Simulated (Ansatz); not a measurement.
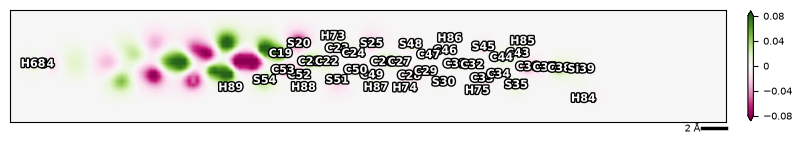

C46H30S12Si2. The LUMO on the plane of atoms C26, C27 and C28 (values in Å⁻³ᐟ²; the overall sign is arbitrary).

Geometry: r2SCAN-D4/def2-SVP; not at a stationary point (largest force 0.7 eV/Å).

Level of theory: RKS PBE0-D4/def2-SVP (Ansatz 0.2.0).

C46H30S12Si2, 90 atoms.

Describe this orbital and give its energy.

No atom holds more than about 5 % of it (Hirshfeld); by element the shares are C 75 % and S 25 %. Its energy is −2.67 eV.
